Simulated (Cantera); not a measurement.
A closed system holds: 1 mol SiH2Cl2, 1.8 mol N2O, equilibrated at 1.00 bar.

Cantera equilibrium calculation (NASA polynomials, part measured and part estimated; ideal gas, pure solids and liquids). Candidate condensed phases: H2O, NH4Cl, Si, SiO2, Si2N2O, Si3N4; 47 gas species. Mutual solubility and eutectic melting of coexisting phases are not modelled. The tables' values for SiCl3 are old estimates; treat these amounts as uncertain. The tables hold silica as quartz up to 1696 K and as liquid above; real silica turns to tridymite and cristobalite and melts near 1996 K. The numbers say what is thermodynamically allowed, not how fast it happens.

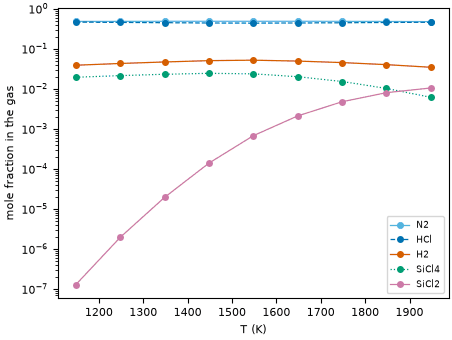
Fig. 1. Equilibrium gas composition (values under 1e-9 drawn at 1e-9)

**Question.** Read off the mole fractions at 1948 K.

**Answer.** N2 about 0.48, HCl about 0.46, H2 about 0.034, SiCl2 about 0.010, SiCl4 about 0.0061.
